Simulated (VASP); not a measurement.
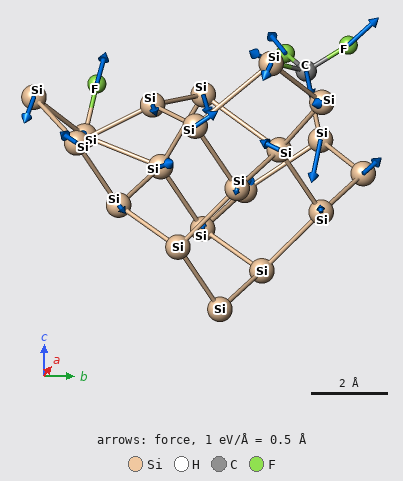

Starting geometry of a slab of composition Si₄₈H₁₆CF₄ with the computed forces as blue arrows. A ball-and-stick model of the atoms within 5.8 Å of the atom that moves most (axes of the cell of the calculation, outlined in the plane, without the vacuum (origin shifted)), seen from a free direction.

The run lets the atoms move in a fixed cell. 24 atoms are held fixed.

Method: VASP 6.6.1, Kohn-Sham DFT of a periodic cell, PBE with D3(BJ), VASP PAW PBE potentials, recommended.

Input file:
```
PREC = Accurate
ENCUT = 400
EDIFF = 1E-7
ISMEAR = 0
SIGMA = 0.05
LREAL = Auto
LASPH = True
NELM = 60
ALGO = Fast
ISIF = 2
LWAVE = False
LCHARG = False
GGA = PE
IVDW = 12
IBRION = 2
NSW = 120
EDIFFG = -0.03
ISYM = 0
NCORE = 4
```

Run as
```bash
cat potpaw_PBE.64/Si/POTCAR potpaw_PBE.64/H/POTCAR potpaw_PBE.64/C/POTCAR potpaw_PBE.64/F/POTCAR > POTCAR
mpirun -np 8 vasp_gam > vasp.out
```

**What follows when this structure is relaxed?**

It isn't relaxed: the largest force vector, on a Si atom, is 2.60 eV/Å. The final displacements follow the starting forces only in part (cosine between the two patterns 0.49). The energy falls by 2.630 eV per cell of the calculation in 56 geometry steps. The largest force component goes from 2.5 to 0.29 eV/Å. The atom that moves furthest is a Si atom (0.63 Å along the normal (−c)). By element the largest moves are Si 0.63 Å, F 0.29 Å, C 0.06 Å. H stays in place. The cell stays as it was. Near-neighbour distances that change, for instance: Si–Si 2.605 → 2.297 Å, Si–Si 2.605 → 2.374 Å, Si–Si 2.412 → 2.282 Å, Si–Si 2.264 → 2.375 Å. Among the angles between lasting bonds that change: Si–Si–Si 95.0° → 115.3°, Si–Si–Si 116.0° → 130.3°, Si–Si–Si 96.5° → 106.1°. It ran on 8 threads of AMD EPYC 9R45 96-Core Processor (Zen 5) (shared host).
